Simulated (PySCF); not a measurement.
# MP2/6-31+G(d) (spherical functions) run of BNH2Cl2 (BCl2(NH2))

Aim: the vertical ionisation energy of BNH2Cl2 (BCl2(NH2)) at MP2/6-31+G* (spherical functions), from 2 runs. 

The calculation is run with PySCF 2.14.0.

### Step 1. The molecule

The species is BNH2Cl2 (6 atoms), meant as a singlet with charge 0. As SMILES, `NB(Cl)Cl`. Geometry: relaxed at GFN2-xTB.

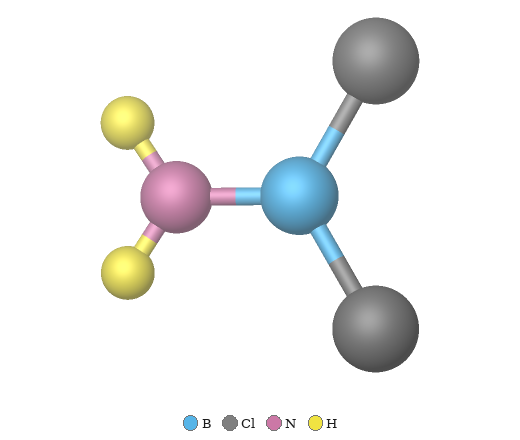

The structure, seen from a chosen angle (boron blue, chlorine grey, nitrogen pink, hydrogen yellow).

### Step 2. A single-point energy at MP2/6-31+G(d) (spherical functions)

Contents of calc.py:

```python
from pyscf import gto, mp

system = gto.M(
    atom='''
B      0.553482     0.966519     0.007597
Cl     3.714408     1.016597     0.871787
Cl    -0.978746     3.733740    -0.842005
N     -0.752489    -1.303552    -0.006274
H     -2.583010    -1.451121    -0.500003
H      0.046355    -2.962183     0.468898
''',
    basis='6-31+g*',
    verbose=3,
    unit='bohr',
    spin=0,
    max_memory=1860,
)

calc0 = system.RHF()
calc0.conv_tol = 1e-10
calc0.kernel()
if not calc0.converged:
    calc0 = calc0.newton().run(calc0.mo_coeff, calc0.mo_occ)

pt = mp.MP2(calc0, frozen=12).run()
etot = pt.e_tot
print('Final energy', etot)
```

Command:

```
OMP_NUM_THREADS=1 python calc.py
```

Standard output:

```text
converged SCF energy = -999.399615751268
E(RMP2) = -999.901472907164  E_corr = -0.501857155895788
E(SCS-RMP2) = -999.885819432761  E_corr = -0.486203681492885
Final energy -999.9014729071641
```

It took 1.8 s on 1 thread of Arm Neoverse V2, shared host; peak memory 0.19 GiB.

### Step 3. The doublet cation at the same level

Contents of input.py:

```python
from pyscf import gto, scf, mp

system = gto.Mole()
system.atom = [
    ('B', (0.292890, 0.511460, 0.004020)),
    ('Cl', (1.965580, 0.537960, 0.461330)),
    ('Cl', (-0.517930, 1.975810, -0.445570)),
    ('N', (-0.398200, -0.689810, -0.003320)),
    ('H', (-1.366870, -0.767900, -0.264590)),
    ('H', (0.024530, -1.567520, 0.248130)),
]
system.charge = 1
system.verbose = 3
system.max_memory = 1860
system.basis = '6-31+g*'
system.spin = 1
system.build()

hf = scf.UHF(system)
hf.conv_tol = 1e-10
hf.kernel()
if not hf.converged:
    hf = hf.newton().run(hf.mo_coeff, hf.mo_occ)

pt = mp.MP2(hf, frozen=12).run()
e_final = pt.e_tot
print('E(%s) = %.9f' % ('MP2', e_final))
```

Command:

```
OMP_NUM_THREADS=1 python input.py
```

Standard output:

```text
converged SCF energy = -999.035064910707  <S^2> = 0.76359123  2S+1 = 2.0135454
E(UMP2) = -999.499282451438  E_corr = -0.464217540731485
E(SCS-UMP2) = -999.4857255001  E_corr = -0.450660589392749
E(MP2) = -999.499282451
```

It took 2.7 s on 1 thread of Arm Neoverse V2, shared host; peak memory 0.19 GiB.

### Step 4. Outcome

At MP2/6-31+G* (spherical functions), 12 core orbitals frozen:

| quantity | value |
| --- | --- |
| singlet BNH2Cl2: total energy | -999.90147 Eh |
| singlet BNH2Cl2: dipole moment (Hartree–Fock density) | 2.87 D |
| singlet BNH2Cl2: HOMO energy (Hartree–Fock orbitals) | -11.94 eV |
| singlet BNH2Cl2: LUMO energy (Hartree–Fock orbitals) | 1.27 eV |
| singlet BNH2Cl2: HOMO–LUMO gap (Hartree–Fock orbitals) | 13.21 eV |
| singlet BNH2Cl2: correlation energy (12 core orbitals frozen) | -501.9 mEh |
| doublet cation: total energy | -999.49928 Eh |
| doublet cation: HOMO energy (Hartree–Fock orbitals) (highest over α and β) | -17.51 eV |
| doublet cation: LUMO energy (Hartree–Fock orbitals) (lowest over α and β) | -8.25 eV |
| doublet cation: correlation energy (12 core orbitals frozen) | -464.2 mEh |
| doublet cation: ⟨S²⟩ of the reference determinant | 0.764 |
| vertical ionisation energy (to the doublet cation) | 10.944 eV |

**Reading.** Removing an electron at fixed nuclei costs 10.94 eV (1056 kJ/mol). Mulliken charges (singlet BNH2Cl2) of the mean-field density run from -1.10 on N4 to +0.45 on H5; in a basis this large or diffuse they mean little. Mulliken charges (doublet cation) of the mean-field density run from -0.56 on N4 to +0.54 on H5; in a basis this large or diffuse they mean little.
